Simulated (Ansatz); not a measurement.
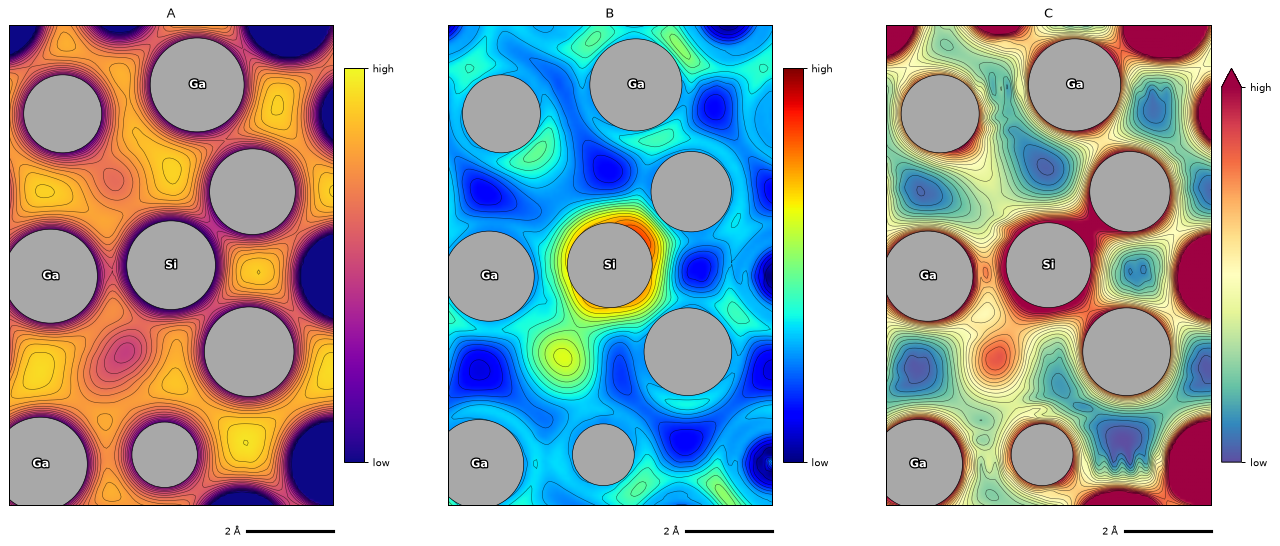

Ga4Si: 3 fields on the (011̄) plane of the conventional cell, with unlabelled colour scales. Grey discs cover the atomic cores.

Space group P-1; a generated structure, not necessarily the stable one.

Computed with Ansatz, DFT PBE, scalar-relativistic, plane waves, PAW.

### Which field does each panel show? The fields are: electron localisation function, electrostatic potential energy of an electron and valence pseudo-density.

Panel A: electrostatic potential energy of an electron (low next to the atoms, rising into the space between them). Panel B: electron localisation function. Panel C: valence pseudo-density.
